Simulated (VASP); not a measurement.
```
Sb
1.0
    3.96277    -2.18380    -0.01572
    3.96277     2.18380    -0.01572
    2.77356     0.00000     3.57493
Sb
2
Direct
  0.23441   0.23441   0.23441
  0.76559   0.76559   0.76559
```

Calculation: optB86b-vdW, VASP's PBE PAW potentials (set 64) (plane waves; VASP). Settings: 520 eV cut-off, 8×8×8 Γ-centred mesh, tetrahedra with Blöchl corrections, potentials Sb.

Unless said otherwise, spin-orbit coupling is left out, though it shifts the bands of the heavy elements here.

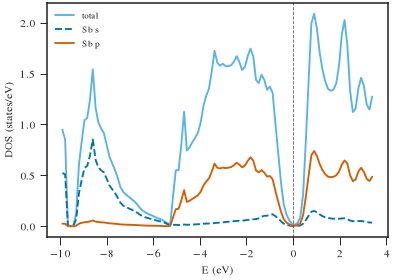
Fig. 1. Total and projected density of states, zero at the Fermi level

Within 2 eV below the Fermi level the largest weight inside VASP's projection spheres is Sb p.

It has no gap at this level: it comes out as a metal or semimetal.

The compound is Sb in the a7 structure. It was relaxed first.
